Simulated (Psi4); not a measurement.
# GeF4 (tetrafluorogermane) at r2SCAN/def2-SVP

What is the energy change on altering one bond length of GeF4 (tetrafluorogermane) at r2SCAN/def2-SVP? 

Program for the calculation: Psi4 1.11.

5 further runs of the same task are left out: 5 that didn't finish.

### Step 1. The system as given

GeF4 has 5 atoms, charge 0, and is taken as a singlet. SMILES: `[F][Ge]([F])([F])[F]`. The shape is that of a PBE0-D4/def2-TZVP optimisation.

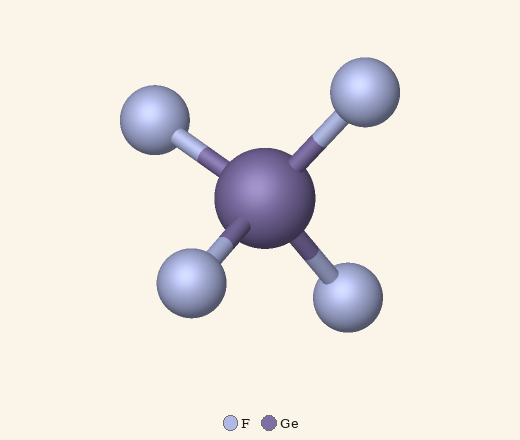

The structure, seen from a chosen angle (fluorine light blue, germanium purple).

### Step 2. Energy and forces at r2SCAN/def2-SVP

job.json

```json
{
 "schema_name": "qcschema_input",
 "schema_version": 1,
 "molecule": {
  "schema_name": "qcschema_molecule",
  "schema_version": 2,
  "symbols": ["F", "Ge", "F", "F", "F"],
  "geometry": [-0.85884273, 0.18037436, 3.07363954, 0.0, 0.0, 0.0, 2.41539124, -2.07032725, -0.31152135, -2.48699296, -0.99392035, -1.74484082, 0.93044445, 2.88389214, -1.01727737],
  "molecular_charge": 0,
  "molecular_multiplicity": 1,
  "fix_symmetry": "c1",
  "fix_com": true,
  "fix_orientation": true
 },
 "driver": "gradient",
 "model": {
  "method": "r2scan",
  "basis": "def2-SVP"
 },
 "keywords": {
  "reference": "rks",
  "puream": true,
  "e_convergence": 1e-09,
  "d_convergence": 1e-08,
  "scf_type": "pk",
  "dft_radial_points": 99,
  "dft_spherical_points": 590
 }
}
```

Command:

```console
psi4 --qcschema job.json -n 1 --memory 2200MB
```

stdout:

```text
[...]
  Running in c1 symmetry.
[...]
  Nuclear repulsion =  453.504144991103203
[...]
  Multiplicity = 1
[...]
  Nalpha       = 34
  Nbeta        = 34
[...]
    Number of basis functions: 88
[...]
   @RKS iter   1: -2474.62912777927977   -2.17212e+00   2.69961e-02 DIIS/ADIIS
[...]
   @RKS iter  10: -2475.76675596036011   -4.54747e-13   7.15930e-10 DIIS
[...]
    Orbital Energies [Eh]
    ---------------------
    Doubly Occupied:
       1A   -398.238403     2A    -49.696457     3A    -44.198047
       4A    -44.198047     5A    -44.198047     6A    -24.529018
       7A    -24.528955     8A    -24.528953     9A    -24.528951
      10A     -6.294103    11A     -4.447657    12A     -4.447656
      13A     -4.447656    14A     -1.280676    15A     -1.280675
      16A     -1.280674    17A     -1.257515    18A     -1.257514
      19A     -1.177526    20A     -1.125570    21A     -1.125568
      22A     -1.125565    23A     -0.579752    24A     -0.485507
      25A     -0.485506    26A     -0.485503    27A     -0.422392
      28A     -0.422389    29A     -0.417570    30A     -0.417570
      31A     -0.417568    32A     -0.399217    33A     -0.399216
      34A     -0.399214
[...]
  @RKS Final Energy: -2475.76675596036011
   => Energetics <=
    Nuclear Repulsion Energy =            453.5041449911032032
    One-Electron Energy =               -4353.6780450775013378
    Two-Electron Energy =                1545.3240516198864043
    DFT Exchange-Correlation Energy =    -120.9169074938485835
    Empirical Dispersion Energy =           0.0000000000000000
    VV10 Nonlocal Energy =                  0.0000000000000000
    Total Energy =                      -2475.7667559603601148
[...]
 Multipole Moments:
 ------------------------------------------------------------------------------------
     Multipole            Electronic (a.u.)      Nuclear  (a.u.)        Total (a.u.)
 ------------------------------------------------------------------------------------
 L = 1.  Multiply by 2.5417464519 to convert [e a0] to [Debye]
 Dipole X            :         -0.0000109            0.0000000           -0.0000109
 Dipole Y            :         -0.0001880            0.0001701           -0.0000179
 Dipole Z            :         -0.0000107           -0.0000000           -0.0000107
 Magnitude           :                                                    0.0000235
[...]
  -Total Gradient:
     Atom            X                  Y                   Z
    ------   -----------------  -----------------  -----------------
       1        0.001816488127    -0.000484200243    -0.006618518457
       2        0.000003881303    -0.000000758670     0.000002206142
       3       -0.005198200857     0.004360259081     0.000616943676
       4        0.005370012950     0.002186256488     0.003730200680
       5       -0.001974287392    -0.006239262013     0.002258875018
[...]
```

The result, in JSON:

```text
{
 "driver": "gradient",
 "model": {
  "method": "r2scan",
  "basis": "def2-SVP"
 },
 "success": true,
 "return_result": [0.0018164881269236016, -0.00048420024271732254, -0.006618518457109923, 3.881302592242987e-06, -7.586695443478712e-07, 2.2061415004322436e-06, -0.005198200857301966, 0.004360259080522427, 0.000616943676014968, 0.00537001295012729, 0.0021862564882889762, 0.003730200679896989, -0.001974287391880533, -0.006239262012753211, 0.0022588750175915467],
 "properties": {
  "calcinfo_nbasis": 88,
  "calcinfo_nmo": 88,
  "calcinfo_nalpha": 34,
  "calcinfo_nbeta": 34,
  "calcinfo_natom": 5,
  "nuclear_repulsion_energy": 453.5041449911032,
  "return_energy": -2475.76675596036,
  "return_gradient": [0.0018164881269236016, -0.00048420024271732254, -0.006618518457109923, 3.881302592242987e-06, -7.586695443478712e-07, 2.2061415004322436e-06, -0.005198200857301966, 0.004360259080522427, 0.000616943676014968, 0.00537001295012729, 0.0021862564882889762, 0.003730200679896989, -0.001974287391880533, -0.006239262012753211, 0.0022588750175915467],
  "scf_one_electron_energy": -4353.678045077501,
  "scf_two_electron_energy": 1545.3240516198864,
  "scf_xc_energy": -120.91690749384858,
  "scf_dipole_moment": [-1.085061944328114e-05, -1.792753556006943e-05, -1.065557188195676e-05],
  "scf_total_energy": -2475.76675596036,
  "scf_total_gradient": [0.0018164881269236016, -0.00048420024271732254, -0.006618518457109923, 3.881302592242987e-06, -7.586695443478712e-07, 2.2061415004322436e-06, -0.005198200857301966, 0.004360259080522427, 0.000616943676014968, 0.00537001295012729, 0.0021862564882889762, 0.003730200679896989, -0.001974287391880533, -0.006239262012753211, 0.0022588750175915467],
  "scf_iterations": 10
 }
}
```

It took 36 s on 1 thread of AMD EPYC 7R43 (Zen 3), shared host; peak memory 0.93 GiB.

### Step 3. The distorted shape at the same level

f4ge.xyz

```xyz
5
F4Ge
F     -0.646188     0.259770     1.651225
Ge    -0.191708     0.164320     0.024725
F      1.278170    -1.095570    -0.164850
F     -1.507768    -0.361640    -0.898605
F      0.300662     1.690410    -0.513595
```

run.py

```python
import psi4

psi4.set_memory('2200 MB')
psi4.set_num_threads(1)
psi4.set_output_file('run.log', False)

with open('f4ge.xyz') as f:
    atoms = ''.join(f.readlines()[2:])
mol = psi4.geometry('0 1\n' + atoms + 'symmetry c1')

options = {'basis': 'def2-SVP', 'puream': True, 'e_convergence': 1e-09, 'd_convergence': 1e-08, 'scf_type': 'pk', 'dft_radial_points': 99, 'dft_spherical_points': 590}
psi4.set_options(options)

result, w = psi4.gradient("r2scan", return_wfn=True)
psi4.oeprop(w, "WIBERG_LOWDIN_INDICES", "DIPOLE", "MULLIKEN_CHARGES")
print('gradient / Eh bohr^-1')
print(result.np.round(6))
print(f'energy = {w.energy():.10f} Eh')
```

Command:

```console
python run.py
```

run.log:

```text
[...]
  Running in c1 symmetry.
[...]
  Nuclear repulsion =  438.452774520433991
[...]
  Multiplicity = 1
[...]
  Nalpha       = 34
  Nbeta        = 34
[...]
    Number of basis functions: 88
[...]
   @RKS iter   1: -2474.61018125809142   -2.38907e+00   2.68233e-02 DIIS/ADIIS
[...]
   @RKS iter  12: -2475.74231513724953   -4.54747e-12   8.03386e-10 DIIS
[...]
    Orbital Energies [Eh]
    ---------------------
    Doubly Occupied:
       1A   -398.254929     2A    -49.712375     3A    -44.214717
       4A    -44.213757     5A    -44.213757     6A    -24.541689
       7A    -24.541641     8A    -24.541640     9A    -24.496604
      10A     -6.306840    11A     -4.460470    12A     -4.460096
      13A     -4.460095    14A     -1.292563    15A     -1.292561
      16A     -1.278990    17A     -1.269294    18A     -1.269293
      19A     -1.175786    20A     -1.136699    21A     -1.136696
      22A     -1.079925    23A     -0.583139    24A     -0.491381
      25A     -0.491378    26A     -0.467626    27A     -0.430950
      28A     -0.430947    29A     -0.419171    30A     -0.419169
      31A     -0.409856    32A     -0.406478    33A     -0.361167
      34A     -0.361166
[...]
  @RKS Final Energy: -2475.74231513724953
   => Energetics <=
    Nuclear Repulsion Energy =            438.4527745204339908
    One-Electron Energy =               -4323.3843249245310290
    Two-Electron Energy =                1530.0184446170840147
    DFT Exchange-Correlation Energy =    -120.8292093502366953
    Empirical Dispersion Energy =           0.0000000000000000
    VV10 Nonlocal Energy =                  0.0000000000000000
    Total Energy =                      -2475.7423151372495340
[...]
  -Total Gradient:
     Atom            X                  Y                   Z
    ------   -----------------  -----------------  -----------------
       1        0.000060841715     0.000809192343    -0.005148249807
       2       -0.065072347926     0.055784586037     0.008394139176
       3        0.065025522696    -0.055738576173    -0.008385374575
       4        0.002898842182     0.002826735216     0.003172583570
       5       -0.003029296312    -0.003819337040     0.001979387822
[...]
 Multipole Moments:
 ------------------------------------------------------------------------------------
     Multipole            Electronic (a.u.)      Nuclear  (a.u.)        Total (a.u.)
 ------------------------------------------------------------------------------------
 L = 1.  Multiply by 2.5417464519 to convert [e a0] to [Debye]
 Dipole X            :         -0.3980459            0.1385687           -0.2594772
 Dipole Y            :          0.3411694           -0.1187651            0.2224042
 Dipole Z            :          0.0513472           -0.0178715            0.0334757
 Magnitude           :                                                    0.3433841
[...]
  Mulliken Charges: (a.u.)
   Center  Symbol    Alpha    Beta     Spin     Total
       1     F     4.66374  4.66374  0.00000 -0.32748
       2    GE    15.32137 15.32137  0.00000  1.35725
       3     F     4.68741  4.68741  0.00000 -0.37481
       4     F     4.66374  4.66374  0.00000 -0.32748
       5     F     4.66374  4.66374  0.00000 -0.32748
   Total alpha = 34.00000, Total beta = 34.00000, Total charge = -0.00000
  Wiberg Bond Indices using Orthogonal Lowdin Orbitals:
[...]
```

Standard output:

```text
gradient / Eh bohr^-1
[[ 6.1000e-05  8.0900e-04 -5.1480e-03]
 [-6.5072e-02  5.5785e-02  8.3940e-03]
 [ 6.5026e-02 -5.5739e-02 -8.3850e-03]
 [ 2.8990e-03  2.8270e-03  3.1730e-03]
 [-3.0290e-03 -3.8190e-03  1.9790e-03]]
energy = -2475.7423151372 Eh
```

Run time: 39 s. Hardware: 1 thread of AMD EPYC 7R43 (Zen 3), shared host; peak memory 0.94 GiB.

### Step 4. Results

At r2SCAN/def2-SVP:

```
                                                          quantity           value
                                         first shape: total energy  -2475.76676 Eh
                                        first shape: dipole moment          0.00 D
                                          first shape: HOMO energy       -10.86 eV
                                          first shape: LUMO energy        -2.42 eV
                                        first shape: HOMO–LUMO gap         8.45 eV
                             first shape: largest force on an atom      0.356 eV/Å
                                     distorted shape: total energy  -2475.74232 Eh
                                    distorted shape: dipole moment          0.87 D
                                      distorted shape: HOMO energy        -9.83 eV
                                      distorted shape: LUMO energy        -3.60 eV
                                    distorted shape: HOMO–LUMO gap         6.23 eV
                         distorted shape: largest force on an atom      4.429 eV/Å
energy change with the Ge2–F3 bond stretched from 1.691 to 1.945 Å        0.665 eV
```

With the Ge2–F3 bond stretched from 1.691 to 1.945 Å the energy rises by 0.67 eV (64.2 kJ/mol). The first shape isn't relaxed at this level, so the change isn't measured from a minimum. The largest force (first shape) is 0.36 eV/Å: the shape isn't a stationary point for this species at this level. Mulliken charges (distorted shape) run from -0.37 on F3 to +1.36 on Ge2; they depend strongly on the basis.
